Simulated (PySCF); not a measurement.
# C₄H₈Si: NMR shifts at several levels of theory

How much do the NMR shifts of C₄H₈Si (`[SiH3][C@]12C[C@H]1C2`) depend on the level of theory, and what does each level cost?

Computed with PySCF 2.14.0, with density-fitted response routines of our own, on a single molecule in the gas phase. Atoms count from 0, in the outputs and in this text.

## Step 1: The molecule as given

13 atoms, charge 0, multiplicity 1; geometry from: PBE0-D3(BJ)/def2-SVP.

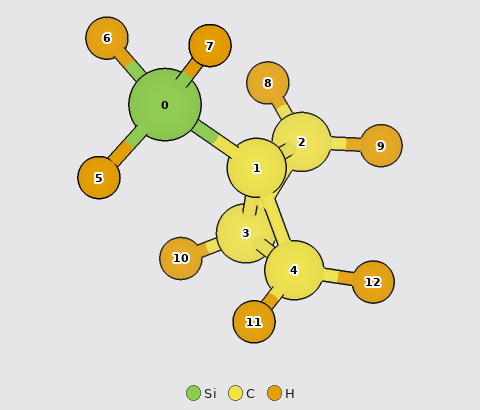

As it starts; silicon green, carbon yellow, hydrogen amber, atoms numbered.

## Step 2: Nuclear shieldings: HF/pcSseg-2

The job: settings as JSON, then the geometry in Å.

```
{"job": {"kind": "nmr", "xc": "HF", "basis": "pcSseg-2", "pop": false}, "charge": 0, "multiplicity": 1}
Si     1.980693    -0.731732    -0.312809
C      0.238982    -0.531540     0.275255
C     -0.950618    -1.451582     0.188815
C     -0.994980    -0.109222    -0.444453
C     -0.526965     0.688529     0.717162
H      2.482347     0.577931    -0.834605
H      2.019382    -1.748231    -1.410442
H      2.897187    -1.185574     0.777808
H     -0.860552    -2.321088    -0.471895
H     -1.543974    -1.631577     1.097924
H     -1.136956     0.177364    -1.486226
H     -0.069684     1.663070     0.511763
H     -1.093986     0.641784     1.659069
```

Method: GIAO HF/pcSseg-2 NMR shielding, non-relativistic, gas phase.

The run is started by

```
$ OMP_NUM_THREADS=1 python probes_run.py task.json out
```

The driver reads the jobs from task.json and runs them one after another.

The program printed:

```text
final grid: 99736 points
cycle   1  E = -444.9764327802  dE =  1.244e+00  |g| = 3.817e-01  |ddm| = 2.545e+00
cycle   2  E = -445.0326599902  dE = -5.623e-02  |g| = 1.225e-01  |ddm| = 4.380e-01
cycle   3  E = -445.0376361318  dE = -4.976e-03  |g| = 5.228e-02  |ddm| = 2.007e-01
cycle   4  E = -445.0384763431  dE = -8.402e-04  |g| = 9.017e-03  |ddm| = 5.320e-02
cycle   5  E = -445.0384999987  dE = -2.366e-05  |g| = 1.858e-03  |ddm| = 1.397e-02
cycle   6  E = -445.0385019728  dE = -1.974e-06  |g| = 4.805e-04  |ddm| = 4.391e-03
cycle   7  E = -445.0385021179  dE = -1.451e-07  |g| = 1.595e-04  |ddm| = 1.324e-03
cycle   8  E = -445.0385021294  dE = -1.152e-08  |g| = 4.542e-05  |ddm| = 3.262e-04
cycle   9  E = -445.0385021308  dE = -1.355e-09  |g| = 1.309e-05  |ddm| = 1.259e-04
cycle  10  E = -445.0385021309  dE = -9.982e-11  |g| = 4.903e-06  |ddm| = 3.092e-05
converged SCF energy = -445.0385021309

GIAO shielding tensors (ppm)
atom      isotropic    diamagn.    paramagn.     s11        s22        s33       span
  0 Si     437.006     875.681    -438.675    405.605    417.484    487.929     82.324
  1 C      211.051     261.526     -50.475    165.909    229.524    237.719     71.810
  2 C      161.452     244.819     -83.367    144.462    155.780    184.113     39.651
  3 C      190.282     254.390     -64.109    161.132    204.264    205.449     44.317
  4 C      161.427     245.349     -83.922    144.447    155.711    184.124     39.678
  5 H       27.893      30.337      -2.443     24.159     25.979     33.542      9.383
  6 H       27.893      29.850      -1.956     24.159     25.982     33.539      9.380
  7 H       27.385      28.907      -1.521     23.963     25.179     33.014      9.051
  8 H       30.546      29.670       0.875     24.454     26.098     41.085     16.632
  9 H       31.300      29.687       1.613     25.275     27.769     40.856     15.582
 10 H       30.017      32.917      -2.900     24.228     25.642     40.181     15.953
 11 H       30.546      31.330      -0.784     24.448     26.102     41.088     16.641
 12 H       31.299      30.208       1.090     25.277     27.768     40.850     15.573
```

Wall time 34 s (1 thread of Arm Neoverse V1, shared host); peak memory 1.2 GiB.

The references, computed at this level on geometries of the same kind, shield at (ppm): ¹H TMS 31.68, ¹³C TMS 191.5, ²⁹Si TMS 383.0. Their shielding less the atom's gives the shift. The references are single molecules in the gas phase. Atoms listed in one row are averaged.

```
     atoms                               environment  σ (ppm)  δ (ppm)
    C2, C4                three-membered-ring carbon    161.4     30.0
        C3                three-membered-ring carbon    190.3      1.2
        C1                three-membered-ring carbon    211.1    -19.6
H5, H6, H7         hydrogen on a silicon bonded to C    27.72     3.96
       H10  hydrogen on a three-membered-ring carbon    30.02     1.67
   H8, H11  hydrogen on a three-membered-ring carbon    30.55     1.14
   H9, H12  hydrogen on a three-membered-ring carbon    31.30     0.38
       Si0                  silicon bonded to C, 3 H    437.0    -54.0
```

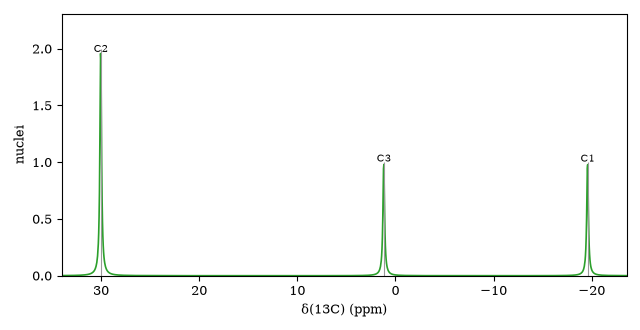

¹³C lines at the computed shifts, without couplings. Lines are broadened to a width of 0.20 ppm (Lorentzian).

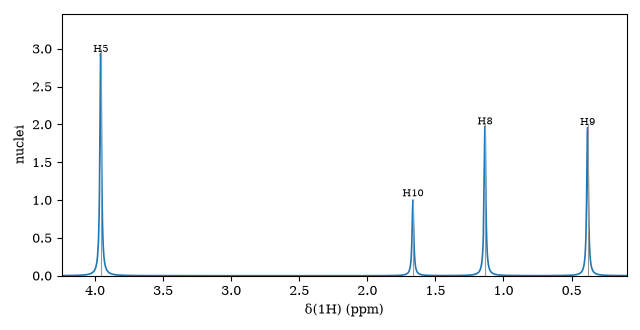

¹H lines at the computed shifts, without couplings. Lines are broadened to a width of 0.01 ppm (Lorentzian).

Ring of atoms C1, C2, C3: NICS(0) -51.4, NICS(1) -12.5, NICS(1)zz -24.4 ppm (means of both faces; NICS(1) differs between them: -15.4 and -9.6). The ring holds saturated atoms, so no π current runs round it: these values come from its σ bonds, any local π bonds and neighbouring rings, and say nothing of aromaticity.

In rings of three or four atoms NICS is ruled by the nearby σ bonds, so it says little on aromaticity.

Ring of atoms C1, C3, C4: NICS(0) -51.4, NICS(1) -12.5, NICS(1)zz -24.4 ppm (means of both faces; NICS(1) differs between them: -9.6 and -15.4). The ring holds saturated atoms, so no π current runs round it: these values come from its σ bonds, any local π bonds and neighbouring rings, and say nothing of aromaticity.

In rings of three or four atoms NICS is ruled by the nearby σ bonds, so it says little on aromaticity.

## Step 3: Shielding tensors: LDA/pcSseg-2

Same as in step 2 but for these lines:

```diff
@@ -1,2 +1,2 @@
-{"job": {"kind": "nmr", "xc": "HF", "basis": "pcSseg-2", "pop": false}, "charge": 0, "multiplicity": 1}
+{"job": {"kind": "nmr", "xc": "LDA", "basis": "pcSseg-2", "pop": false}, "charge": 0, "multiplicity": 1}
 Si     1.980693    -0.731732    -0.312809
```

Method: GIAO LDA/pcSseg-2 NMR shielding, non-relativistic, gas phase.

The program printed:

```text
coarse grid: 10928 points
cycle   1  E = -444.0249246305  dE =  4.561e-01  |g| = 5.041e-01  |ddm| = 2.812e+00
cycle   2  E = -443.8666632377  dE =  1.583e-01  |g| = 9.217e-01  |ddm| = 1.247e+00
cycle   3  E = -444.0919371014  dE = -2.253e-01  |g| = 8.282e-02  |ddm| = 9.252e-01
cycle   4  E = -444.0931775239  dE = -1.240e-03  |g| = 4.295e-02  |ddm| = 1.072e-01
cycle   5  E = -444.0935631615  dE = -3.856e-04  |g| = 1.347e-02  |ddm| = 3.674e-02
cycle   6  E = -444.0936020243  dE = -3.886e-05  |g| = 5.987e-03  |ddm| = 1.879e-02
cycle   7  E = -444.0936106683  dE = -8.644e-06  |g| = 1.199e-03  |ddm| = 6.176e-03
final grid: 99736 points
cycle   8  E = -444.0932460344  dE = -8.914e-05  |g| = 4.510e-03  |ddm| = 6.405e-02
cycle   9  E = -444.0932353272  dE =  1.071e-05  |g| = 7.865e-03  |ddm| = 8.465e-03
cycle  10  E = -444.0932507724  dE = -1.545e-05  |g| = 7.749e-04  |ddm| = 6.064e-03
cycle  11  E = -444.0932508575  dE = -8.516e-08  |g| = 4.981e-04  |ddm| = 1.054e-03
cycle  12  E = -444.0932509186  dE = -6.110e-08  |g| = 5.400e-05  |ddm| = 4.456e-04
cycle  13  E = -444.0932509193  dE = -6.420e-10  |g| = 2.016e-05  |ddm| = 1.172e-04
converged SCF energy = -444.0932509193

GIAO shielding tensors (ppm)
atom      isotropic    diamagn.    paramagn.     s11        s22        s33       span
  0 Si     373.458     879.809    -506.351    331.949    347.198    441.226    109.277
  1 C      188.170     256.875     -68.705    143.955    206.149    214.406     70.451
  2 C      141.866     248.358    -106.492    120.867    136.968    167.764     46.898
  3 C      171.163     251.580     -80.417    142.862    184.456    186.171     43.309
  4 C      141.831     247.762    -105.931    120.831    136.890    167.774     46.943
  5 H       26.452      28.858      -2.406     22.932     24.515     31.910      8.978
  6 H       26.452      28.598      -2.145     22.931     24.519     31.906      8.975
  7 H       25.957      27.895      -1.938     22.571     23.767     31.532      8.961
  8 H       29.541      29.694      -0.153     23.825     25.459     39.338     15.513
  9 H       30.336      29.805       0.531     25.086     27.331     38.591     13.506
 10 H       29.125      31.778      -2.653     23.995     25.668     37.713     13.718
 11 H       29.541      30.395      -0.854     23.819     25.463     39.341     15.523
 12 H       30.335      30.129       0.206     25.089     27.331     38.585     13.496
```

It took 49 s on 1 thread of Arm Neoverse V1, shared host; peak memory 1.1 GiB.

Key values: δ C2 38.4, C3 9.1, C1 -7.9, Si0 -70.4, H5 4.48, H10 1.65 ppm (means over like atoms).

## Step 4: NMR shieldings: PBE/pcSseg-2

Same as in step 3 but for these lines:

```diff
@@ -1,2 +1,2 @@
-{"job": {"kind": "nmr", "xc": "LDA", "basis": "pcSseg-2", "pop": false}, "charge": 0, "multiplicity": 1}
+{"job": {"kind": "nmr", "xc": "PBE", "basis": "pcSseg-2", "pop": false}, "charge": 0, "multiplicity": 1}
 Si     1.980693    -0.731732    -0.312809
```

Level: GIAO PBE/pcSseg-2 NMR shielding, non-relativistic, gas phase.

The program printed:

```text
coarse grid: 10928 points
cycle   1  E = -446.2859974772  dE =  4.647e-01  |g| = 4.733e-01  |ddm| = 2.536e+00
cycle   2  E = -446.1554520845  dE =  1.305e-01  |g| = 8.464e-01  |ddm| = 1.170e+00
cycle   3  E = -446.3468271572  dE = -1.914e-01  |g| = 7.194e-02  |ddm| = 8.511e-01
cycle   4  E = -446.3477945153  dE = -9.674e-04  |g| = 3.752e-02  |ddm| = 9.659e-02
cycle   5  E = -446.3480903920  dE = -2.959e-04  |g| = 1.230e-02  |ddm| = 3.233e-02
cycle   6  E = -446.3481237281  dE = -3.334e-05  |g| = 4.954e-03  |ddm| = 1.578e-02
cycle   7  E = -446.3481297078  dE = -5.980e-06  |g| = 8.894e-04  |ddm| = 4.899e-03
final grid: 99736 points
cycle   8  E = -446.3574978595  dE = -9.869e-05  |g| = 1.182e-02  |ddm| = 6.809e-02
cycle   9  E = -446.3574230761  dE =  7.478e-05  |g| = 2.051e-02  |ddm| = 2.532e-02
cycle  10  E = -446.3575330603  dE = -1.100e-04  |g| = 1.341e-03  |ddm| = 1.718e-02
cycle  11  E = -446.3575333402  dE = -2.799e-07  |g| = 7.218e-04  |ddm| = 1.572e-03
cycle  12  E = -446.3575334619  dE = -1.217e-07  |g| = 1.541e-04  |ddm| = 6.455e-04
cycle  13  E = -446.3575334670  dE = -5.046e-09  |g| = 6.526e-05  |ddm| = 2.116e-04
cycle  14  E = -446.3575334680  dE = -9.879e-10  |g| = 1.456e-05  |ddm| = 5.929e-05
converged SCF energy = -446.3575334680

GIAO shielding tensors (ppm)
atom      isotropic    diamagn.    paramagn.     s11        s22        s33       span
  0 Si     389.013     879.224    -490.211    350.028    364.857    452.153    102.125
  1 C      189.075     258.446     -69.371    145.318    207.758    214.148     68.830
  2 C      142.570     248.407    -105.838    123.368    137.931    166.411     43.043
  3 C      170.961     253.707     -82.745    142.879    183.342    186.662     43.783
  4 C      142.537     248.593    -106.056    123.336    137.854    166.421     43.085
  5 H       27.025      29.762      -2.737     23.550     25.129     32.397      8.846
  6 H       27.025      29.344      -2.319     23.549     25.132     32.393      8.844
  7 H       26.518      28.516      -1.998     23.221     24.353     31.981      8.759
  8 H       29.890      29.906      -0.016     24.305     25.913     39.451     15.145
  9 H       30.751      29.984       0.767     25.490     27.851     38.913     13.423
 10 H       29.615      32.317      -2.702     24.498     26.263     38.083     13.585
 11 H       29.890      31.271      -1.381     24.299     25.917     39.454     15.155
 12 H       30.750      30.505       0.246     25.493     27.851     38.907     13.414
```

It took 54 s on 1 thread of Arm Neoverse V1, shared host; peak memory 0.96 GiB.

In short: δ C2 36.8, C3 8.4, C1 -9.7, Si0 -65.6, H5 4.32, H10 1.56 ppm (means over like atoms).

## Step 5: NMR shieldings: BLYP/pcSseg-2

Same as in step 4 but for these lines:

```diff
@@ -1,2 +1,2 @@
-{"job": {"kind": "nmr", "xc": "PBE", "basis": "pcSseg-2", "pop": false}, "charge": 0, "multiplicity": 1}
+{"job": {"kind": "nmr", "xc": "BLYP", "basis": "pcSseg-2", "pop": false}, "charge": 0, "multiplicity": 1}
 Si     1.980693    -0.731732    -0.312809
```

Level: GIAO BLYP/pcSseg-2 NMR shielding, non-relativistic, gas phase.

The program printed:

```text
coarse grid: 10928 points
cycle   1  E = -446.5485064308  dE =  4.596e-01  |g| = 5.022e-01  |ddm| = 2.495e+00
cycle   2  E = -446.3954310074  dE =  1.531e-01  |g| = 9.090e-01  |ddm| = 1.294e+00
cycle   3  E = -446.6160337031  dE = -2.206e-01  |g| = 7.987e-02  |ddm| = 9.480e-01
cycle   4  E = -446.6172722664  dE = -1.239e-03  |g| = 4.060e-02  |ddm| = 1.052e-01
cycle   5  E = -446.6176097608  dE = -3.375e-04  |g| = 1.485e-02  |ddm| = 3.621e-02
cycle   6  E = -446.6176588415  dE = -4.908e-05  |g| = 5.217e-03  |ddm| = 1.690e-02
cycle   7  E = -446.6176655176  dE = -6.676e-06  |g| = 8.806e-04  |ddm| = 5.105e-03
final grid: 99736 points
cycle   8  E = -446.6321811659  dE = -8.993e-05  |g| = 8.066e-03  |ddm| = 7.178e-02
cycle   9  E = -446.6321468848  dE =  3.428e-05  |g| = 1.389e-02  |ddm| = 1.692e-02
cycle  10  E = -446.6321970755  dE = -5.019e-05  |g| = 1.205e-03  |ddm| = 1.176e-02
cycle  11  E = -446.6321973056  dE = -2.301e-07  |g| = 6.355e-04  |ddm| = 1.377e-03
cycle  12  E = -446.6321973954  dE = -8.981e-08  |g| = 1.843e-04  |ddm| = 6.084e-04
cycle  13  E = -446.6321974035  dE = -8.086e-09  |g| = 5.037e-05  |ddm| = 2.295e-04
cycle  14  E = -446.6321974040  dE = -5.456e-10  |g| = 1.758e-05  |ddm| = 5.129e-05
converged SCF energy = -446.6321974040

GIAO shielding tensors (ppm)
atom      isotropic    diamagn.    paramagn.     s11        s22        s33       span
  0 Si     377.641     878.230    -500.589    338.622    353.253    441.049    102.427
  1 C      185.068     256.641     -71.573    139.218    205.271    210.716     71.497
  2 C      138.397     245.316    -106.919    119.601    133.408    162.181     42.580
  3 C      167.051     251.054     -84.003    137.456    179.891    183.806     46.350
  4 C      138.362     245.640    -107.279    119.567    133.327    162.191     42.624
  5 H       27.306      29.660      -2.354     23.893     25.439     32.586      8.693
  6 H       27.306      29.319      -2.013     23.893     25.443     32.583      8.690
  7 H       26.778      28.531      -1.753     23.542     24.655     32.137      8.594
  8 H       30.090      30.265      -0.175     24.673     26.225     39.371     14.698
  9 H       30.961      30.238       0.723     25.814     28.139     38.930     13.116
 10 H       29.847      32.322      -2.475     24.821     26.675     38.044     13.224
 11 H       30.090      31.362      -1.272     24.667     26.229     39.375     14.708
 12 H       30.960      30.731       0.229     25.817     28.139     38.923     13.106
```

Run time: 52 s. Hardware: 1 thread of Arm Neoverse V1, shared host; peak memory 0.96 GiB.

Key values: δ C2 36.6, C3 8.0, C1 -10.1, Si0 -68.0, H5 4.25, H10 1.53 ppm (means over like atoms).

## Step 6: Shielding tensors: BP86/pcSseg-2

Same as in step 5 but for these lines:

```diff
@@ -1,2 +1,2 @@
-{"job": {"kind": "nmr", "xc": "BLYP", "basis": "pcSseg-2", "pop": false}, "charge": 0, "multiplicity": 1}
+{"job": {"kind": "nmr", "xc": "BP86", "basis": "pcSseg-2", "pop": false}, "charge": 0, "multiplicity": 1}
 Si     1.980693    -0.731732    -0.312809
```

Level: GIAO BP86/pcSseg-2 NMR shielding, non-relativistic, gas phase.

The program printed:

```text
coarse grid: 10928 points
cycle   1  E = -446.6808122774  dE =  4.639e-01  |g| = 4.656e-01  |ddm| = 2.517e+00
cycle   2  E = -446.5628233310  dE =  1.180e-01  |g| = 8.165e-01  |ddm| = 1.124e+00
cycle   3  E = -446.7390292727  dE = -1.762e-01  |g| = 7.182e-02  |ddm| = 8.069e-01
cycle   4  E = -446.7399954403  dE = -9.662e-04  |g| = 3.670e-02  |ddm| = 8.829e-02
cycle   5  E = -446.7402821894  dE = -2.867e-04  |g| = 1.208e-02  |ddm| = 3.308e-02
cycle   6  E = -446.7403136003  dE = -3.141e-05  |g| = 4.795e-03  |ddm| = 1.568e-02
cycle   7  E = -446.7403188959  dE = -5.296e-06  |g| = 8.362e-04  |ddm| = 4.666e-03
final grid: 99736 points
cycle   8  E = -446.7502609871  dE = -1.040e-04  |g| = 6.239e-03  |ddm| = 7.289e-02
cycle   9  E = -446.7502415301  dE =  1.946e-05  |g| = 1.046e-02  |ddm| = 1.240e-02
cycle  10  E = -446.7502700957  dE = -2.857e-05  |g| = 7.971e-04  |ddm| = 8.602e-03
cycle  11  E = -446.7502700120  dE =  8.364e-08  |g| = 6.404e-04  |ddm| = 1.161e-03
cycle  12  E = -446.7502701845  dE = -1.725e-07  |g| = 1.003e-04  |ddm| = 5.452e-04
cycle  13  E = -446.7502701863  dE = -1.810e-09  |g| = 4.812e-05  |ddm| = 1.537e-04
cycle  14  E = -446.7502701869  dE = -5.379e-10  |g| = 9.664e-06  |ddm| = 4.508e-05
converged SCF energy = -446.7502701869

GIAO shielding tensors (ppm)
atom      isotropic    diamagn.    paramagn.     s11        s22        s33       span
  0 Si     387.532     879.070    -491.538    348.986    364.392    449.219    100.233
  1 C      188.628     258.471     -69.843    144.554    207.528    213.800     69.246
  2 C      142.294     247.723    -105.429    123.203    137.598    166.081     42.878
  3 C      170.689     252.419     -81.730    142.091    183.450    186.526     44.435
  4 C      142.262     247.781    -105.519    123.172    137.522    166.092     42.920
  5 H       27.086      29.674      -2.589     23.610     25.192     32.455      8.845
  6 H       27.085      29.293      -2.208     23.609     25.195     32.451      8.842
  7 H       26.580      28.479      -1.899     23.293     24.424     32.025      8.732
  8 H       29.947      29.936       0.010     24.385     25.984     39.470     15.085
  9 H       30.803      30.045       0.758     25.541     27.932     38.936     13.395
 10 H       29.667      32.245      -2.578     24.599     26.319     38.083     13.484
 11 H       29.947      31.173      -1.226     24.379     25.988     39.474     15.095
 12 H       30.802      30.504       0.298     25.544     27.932     38.930     13.386
```

Wall time 53 s (1 thread of Arm Neoverse V1, shared host); peak memory 0.96 GiB.

Key values: δ C2 36.9, C3 8.5, C1 -9.5, Si0 -65.5, H5 4.32, H10 1.57 ppm (means over like atoms).

## Step 7: Shielding tensors: OPBE/pcSseg-2

Same as in step 6 but for these lines:

```diff
@@ -1,2 +1,2 @@
-{"job": {"kind": "nmr", "xc": "BP86", "basis": "pcSseg-2", "pop": false}, "charge": 0, "multiplicity": 1}
+{"job": {"kind": "nmr", "xc": "OPBE", "basis": "pcSseg-2", "pop": false}, "charge": 0, "multiplicity": 1}
 Si     1.980693    -0.731732    -0.312809
```

Level: GIAO OPBE/pcSseg-2 NMR shielding, non-relativistic, gas phase.

The program printed:

```text
coarse grid: 10928 points
cycle   1  E = -446.5779251289  dE =  4.511e-01  |g| = 4.234e-01  |ddm| = 2.629e+00
cycle   2  E = -446.4856127850  dE =  9.231e-02  |g| = 7.275e-01  |ddm| = 1.093e+00
cycle   3  E = -446.6292245837  dE = -1.436e-01  |g| = 5.608e-02  |ddm| = 7.725e-01
cycle   4  E = -446.6297649411  dE = -5.404e-04  |g| = 3.586e-02  |ddm| = 9.041e-02
cycle   5  E = -446.6300415439  dE = -2.766e-04  |g| = 1.085e-02  |ddm| = 3.043e-02
cycle   6  E = -446.6300696027  dE = -2.806e-05  |g| = 4.346e-03  |ddm| = 1.544e-02
cycle   7  E = -446.6300741188  dE = -4.516e-06  |g| = 9.801e-04  |ddm| = 4.267e-03
final grid: 99736 points
cycle   8  E = -446.6249329487  dE = -2.587e-04  |g| = 1.303e-02  |ddm| = 1.095e-01
cycle   9  E = -446.6248707369  dE =  6.221e-05  |g| = 1.944e-02  |ddm| = 2.557e-02
cycle  10  E = -446.6249689379  dE = -9.820e-05  |g| = 2.119e-03  |ddm| = 1.766e-02
cycle  11  E = -446.6249695678  dE = -6.299e-07  |g| = 1.028e-03  |ddm| = 2.398e-03
cycle  12  E = -446.6249698282  dE = -2.603e-07  |g| = 1.903e-04  |ddm| = 8.924e-04
cycle  13  E = -446.6249698332  dE = -5.047e-09  |g| = 1.170e-04  |ddm| = 2.572e-04
cycle  14  E = -446.6249698366  dE = -3.329e-09  |g| = 1.611e-05  |ddm| = 1.032e-04
cycle  15  E = -446.6249698366  dE = -6.662e-11  |g| = 3.260e-06  |ddm| = 2.715e-05
converged SCF energy = -446.6249698366

GIAO shielding tensors (ppm)
atom      isotropic    diamagn.    paramagn.     s11        s22        s33       span
  0 Si     414.008     880.438    -466.430    377.554    391.909    472.562     95.008
  1 C      193.936     261.203     -67.267    153.515    211.817    216.477     62.961
  2 C      148.585     253.324    -104.739    130.521    144.952    170.284     39.763
  3 C      175.160     259.596     -84.436    149.386    185.769    190.326     40.941
  4 C      148.559     254.126    -105.567    130.497    144.885    170.297     39.800
  5 H       27.113      30.766      -3.654     23.602     25.245     32.491      8.889
  6 H       27.112      30.064      -2.952     23.601     25.248     32.487      8.886
  7 H       26.626      29.081      -2.454     23.356     24.441     32.082      8.727
  8 H       29.844      29.543       0.301     24.181     25.853     39.498     15.317
  9 H       30.744      29.768       0.975     25.304     27.864     39.063     13.758
 10 H       29.654      32.996      -3.342     24.429     26.182     38.351     13.922
 11 H       29.844      31.919      -2.075     24.174     25.856     39.501     15.327
 12 H       30.743      30.531       0.212     25.308     27.863     39.057     13.749
```

It took 56 s on 1 thread of Arm Neoverse V1, shared host; peak memory 0.96 GiB.

In short: δ C2 35.8, C3 9.3, C1 -9.5, Si0 -58.5, H5 4.25, H10 1.54 ppm (means over like atoms).

(Part 1 of 2 ends here.)
